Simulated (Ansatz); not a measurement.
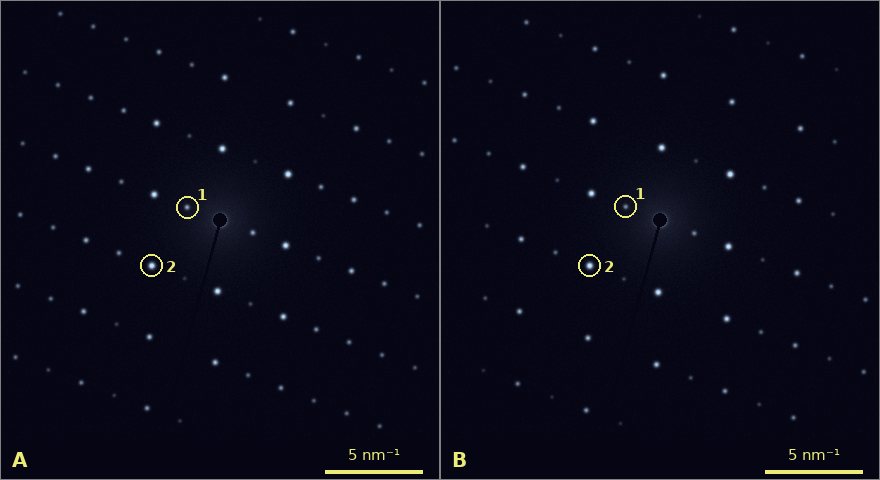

Kinematic electron diffraction patterns (120 kV, B = 0.5 Å², same scale) along [1-10] of the run's own cell, for the start and the end of one relaxation of Hf2C with Ansatz 0.2.0, DFT, PAW plane waves, pbe, spin-orbit. k mesh 6×6×6. The start is a generated model structure, and the relaxation ends in the nearest stationary point of its symmetry, not necessarily the ground state. Spot 1 is 0 0 -1 and spot 2 is 1 1 -2 in both.

Start structure:

```yaml
crystal:
  lattice:
    - [1.66181, 2.87833, 0.00000]
    - [-1.66181, 2.87833, 0.00000]
    - [0.00000, -1.91889, 5.49039]
  atoms:
    - { symbol: C, position: [0.00000, 0.00000, 0.00000] }
    - { symbol: Hf, position: [0.25793, 0.25793, 0.77379] }
    - { symbol: Hf, position: [0.74207, 0.74207, 0.22621] }
```

Which pattern belongs to the start structure, and which to the relaxed one?

A is the start: its cell gives d(1) = 5.490 Å, d(2) = 2.359 Å and an angle of 55.0°. B is the relaxed structure, with d(1) = 5.271 Å (-4.0 %), d(2) = 2.310 Å (-2.1 %) and 54.2°.

Name reflections whose intensity changes strongly on relaxation.

0 0 5 goes from 10 to 3.4 % of the strongest spot; 1 1 3 goes from 10 to 3.7 % of the strongest spot; 1 1 -3 goes from 11 to 4.2 % of the strongest spot.

Summarise the relaxation behind the change.

The volume changed by -6.1 % to 16.44 Å³ an atom; with the mean shift removed, the atoms moved by up to 0.06 Å relative to the cell (Hf most); the space group stayed R-3m (No. 166); the free energy fell by 31 meV an atom. Relaxed cell: a = 3.287 Å, b = 3.287 Å, c = 5.602 Å, α = 107.06°, β = 107.06°, γ = 60.00°.
